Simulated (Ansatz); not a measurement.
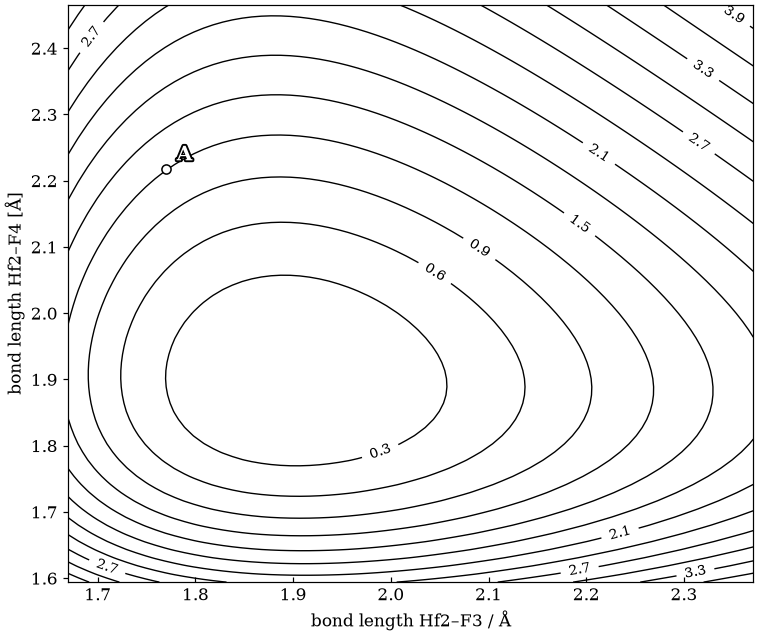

BrF3Hf, SMILES [F][Hf]([F])([F])[Br]. The first coordinate is: bond length Hf2–F3; the second: bond length Hf2–F4. Nothing is relaxed (all other coordinates rigid). The scan uses a 15 × 15 grid. Energies: eV, counted from the relaxed molecule at the same level. Computed with Ansatz 0.2.0, RKS CAM-B3LYP-D4/def2-SVP.

In the figure: contour lines labelled in eV, the point A. Between grid points the surface is interpolated.

Q: Which way does the force act at A, and how strong is it?

A: A, at bond length Hf2–F3 = 1.770 Å, bond length Hf2–F4 = 2.217 Å, is not a stationary point. The computed force is 4.8 eV for each Å towards larger values of bond length Hf2–F3 and 4.5 eV for each Å towards smaller values of bond length Hf2–F4.
